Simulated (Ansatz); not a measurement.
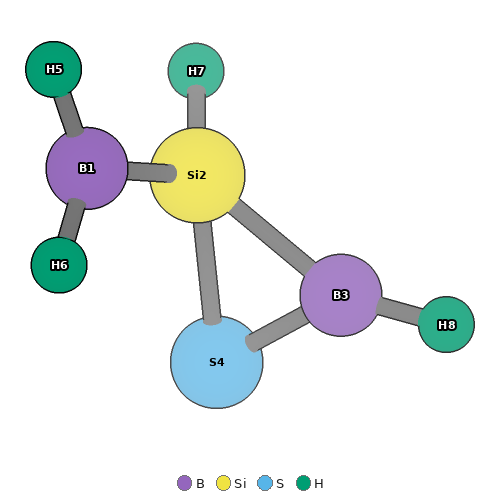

The system is B₂H₄SSi, SMILES B[SiH]1BS1; the picture shows the reference structure. First axis: bond length B1–Si2. Second axis: bond length B1–H6. Nothing is relaxed (all other coordinates rigid). The scan uses a 7 × 7 grid. Energies are in kJ/mol, from the lowest grid point. The calculation used Ansatz 0.2.0, RKS PBE0-D4/def2-TZVP.

Its coordinates:

| atom | x (Å) | y (Å) | z (Å) |
| --- | --- | --- | --- |
| B | -0.3757 | 1.6287 | -0.0653 |
| Si | 0.6614 | -0.0402 | -0.1414 |
| B | -0.1689 | -1.7236 | 0.4512 |
| S | -0.2385 | -1.6791 | -1.2896 |
| H | 0.1035 | 2.6437 | 0.3454 |
| H | -1.5322 | 1.6092 | -0.3619 |
| H | 2.1378 | -0.0124 | -0.2928 |
| H | -0.4952 | -2.4834 | 1.2983 |

Range: bond length B1–Si2 from 1.691 to 2.753 Å; bond length B1–H6 from 1.051 to 1.493 Å.

Predict the map.

The lowest grid point is at bond length B1–Si2 = 2.045 Å, bond length B1–H6 = 1.198 Å. The bottom of the well lies between grid points, at about bond length B1–Si2 = 1.965 Å, bond length B1–H6 = 1.194 Å, about 4 kJ/mol lower on the interpolated surface. No other kind of well shows on this grid. The highest grid point, bond length B1–Si2 = 2.753 Å, bond length B1–H6 = 1.493 Å, lies 235 kJ/mol above the lowest. Round the minimum the two coordinates are nearly uncoupled.

| bond length B1–H6 ↓, bond length B1–Si2 → | 1.691 | 1.868 | 2.045 | 2.222 | 2.399 | 2.576 | 2.753 |
| --- | --- | --- | --- | --- | --- | --- | --- |
| 1.493 | 138 | 67 | 64 | 94 | 137 | 186 | 235 |
| 1.419 | 115 | 44 | 41 | 70 | 113 | 162 | 211 |
| 1.345 | 96 | 24 | 21 | 50 | 93 | 141 | 191 |
| 1.272 | 82 | 10 | 6 | 35 | 78 | 126 | 176 |
| 1.198 | 76 | 4 | 0 | 29 | 72 | 120 | 169 |
| 1.124 | 82 | 10 | 6 | 35 | 78 | 126 | 175 |
| 1.051 | 106 | 34 | 30 | 59 | 101 | 149 | 198 |

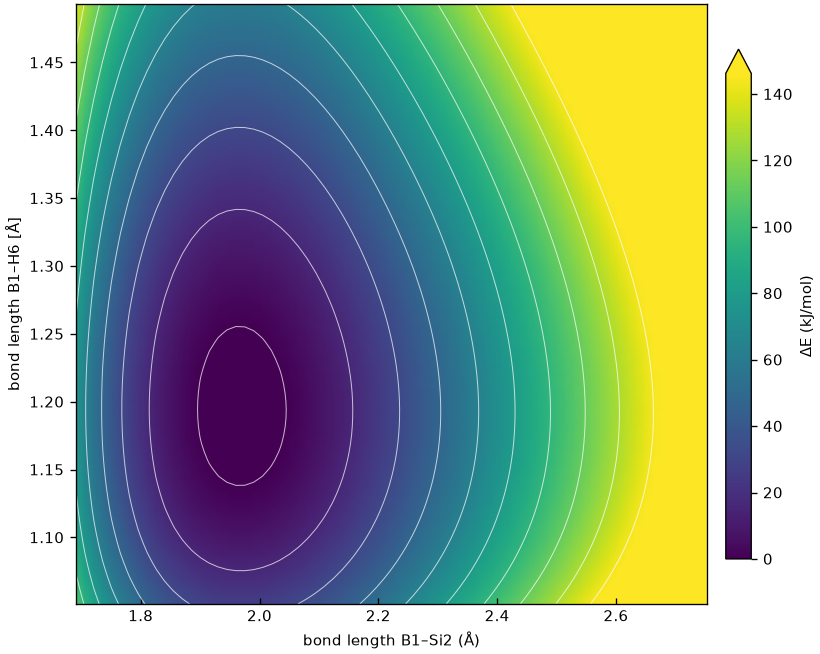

Drawn: a smooth colour map with a few white contour lines, one colour for all values above the top of the scale. Between grid points the surface is interpolated.

Time for the 49 points that were run: 6.5 min on 1 thread of Intel(R) Xeon(R) Platinum 8488C (Sapphire Rapids), with other jobs on the host.
